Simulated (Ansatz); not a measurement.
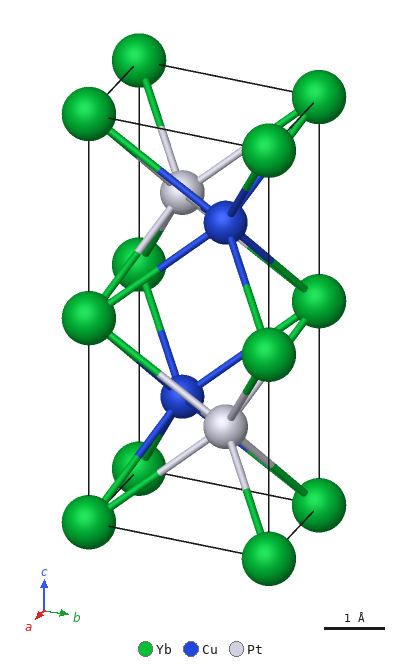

Structure drawing (ball-and-stick), viewed slightly off an axis. Atoms at the boundary of the simulation cell (the box) are drawn once for each face, edge or corner they touch.

```yaml
crystal:
  lattice:
    - [2.04490, 3.54187, 0.00000]
    - [-2.04490, 3.54187, 0.00000]
    - [0.00000, 0.00000, 7.08042]
  atoms:
    - { symbol: Yb, position: [0.00000, 0.00000, 0.00000] }
    - { symbol: Yb, position: [0.00000, 0.00000, 0.50000] }
    - { symbol: Cu, position: [0.33330, 0.33340, 0.25000] }
    - { symbol: Cu, position: [0.66660, 0.66670, 0.75000] }
    - { symbol: Pt, position: [0.33330, 0.33340, 0.75000] }
    - { symbol: Pt, position: [0.66660, 0.66670, 0.25000] }
```

Results below were computed with Ansatz 0.2.0, DFT, PAW plane waves, PBE; the settings were cutoff 420 eV, 7×7×4 k-mesh, Gaussian smearing of 0.012 eV, no spin polarisation (a spin-restricted run, not always the ground state). The pressure of the cell is 18 GPa.

> List the Bader charges.

Yb +1.41 e; Cu -0.17 e; Pt -1.24 e.

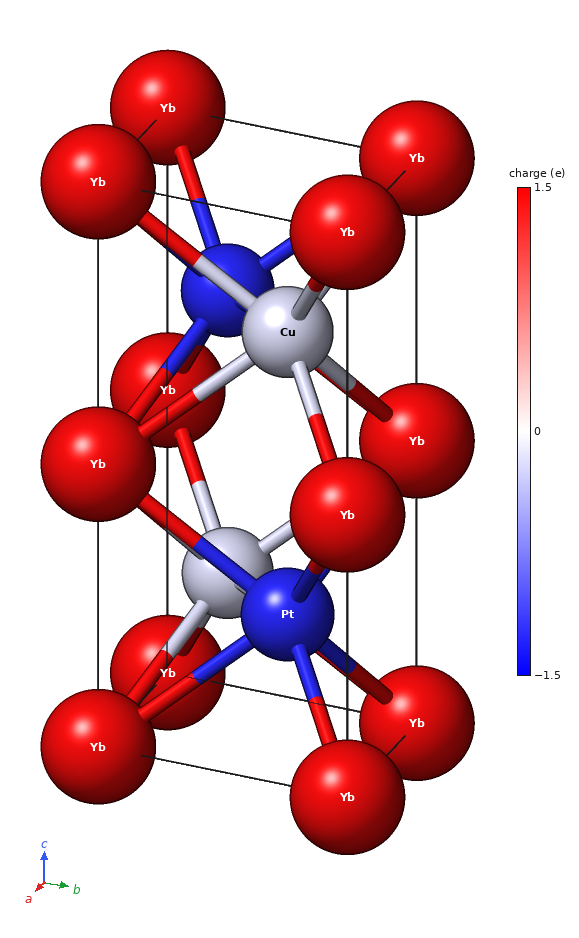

The atoms coloured by those charges.

The geometry is that of a generated cell, made by putting these elements into a known structure type (the compound may or may not exist in this form), without relaxation. It was run through Ansatz as a DFT input.

At this level of theory the cell isn't at rest (compressed, at 18 GPa), so its distances can differ from those at equilibrium, the more so the softer the solid.
